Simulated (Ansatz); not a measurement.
System: CrO2 (quintet).

The calculation's input:

```
crystal:
  periodic: [false, false, false]
  atoms:
    - {symbol: Cr, position_ang: [0.039661, 0.112087, 0.278666]}
    - {symbol: O, position_ang: [1.437984, 0.426738, -0.541003]}
    - {symbol: O, position_ang: [-1.477644, -0.538825, 0.262347]}
basis:
  gaussian: {orbitals: def2-TZVP, initial_orbitals: start.molden}
magnetization: {spin_polarized: true, initial_magnetization: 4}
hamiltonian: {xc: pbe0, dispersion: d4}
output: {orbitals: {seedname: orbitals}}
```

Run with:

```sh
ansatz run in.yaml --threads 4 --pin off --events-out ev --progress --plain --max-ram 3916MiB
```

Geometry: PBE-D4/def2-TZVP.

Method: Ansatz, UKS PBE0-D4/def2-TZVP.

### What can the converged electron density, electron localisation function and spin density tell about the bonding?

Cr–O (1.65 Å): ρ at the midpoint is about 1.5 e/Å³; the ELF peaks at about 0.75 in the valence shell of O, 0.5 Å from its nucleus, and drops to about 0.30 between the two atoms.
The unpaired spin (4 electrons) lies mostly on Cr1 (about 3.1), O2 (about 0.5) and O3 (about 0.5), in electrons by Hirshfeld's partition.

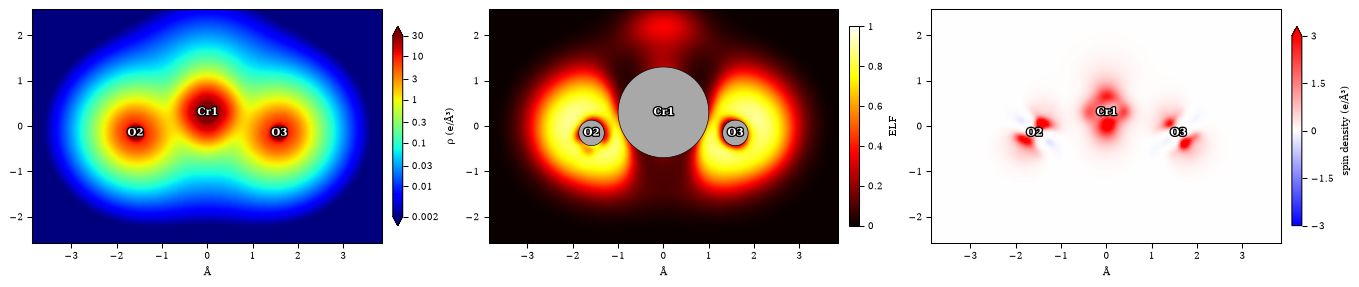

Computed electron density, electron localisation function and spin density on the molecular plane, in this order. Grey discs cover the atomic cores in the ELF map. 
